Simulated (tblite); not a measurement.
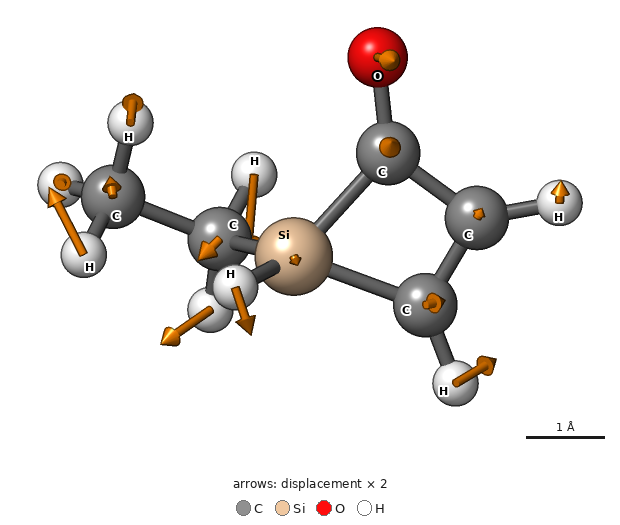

This is a relaxation of C5H8OSi. The starting structure is drawn; orange arrows show the displacements, magnified 2 times. The two geometries are superimposed by the best rigid fit.

A ball-and-stick model, seen at a tilt.

Method: GFN2-xTB geometry optimisation, gas phase in tblite 0.8.0. 

Describe the change and its energy.

Over 105 geometry steps the energy falls by 78.4 kJ/mol. The largest move after the best rigid fit is that of an H atom, 0.54 Å. Largest moves by element: H 0.54 Å, O 0.43 Å, C 0.25 Å, Si 0.07 Å. Among the contacts that change: C–Si 1.822 → 1.955 Å, C–Si 1.817 → 1.906 Å, C–O 1.263 → 1.205 Å, C–C 1.428 → 1.478 Å. Bond angles that change, for instance: C–Si–C 110.9° → 119.1°, Si–C–O 131.8° → 139.1°, C–C–Si 105.0° → 112.3°. Groups turn about C–Si by about 25°.
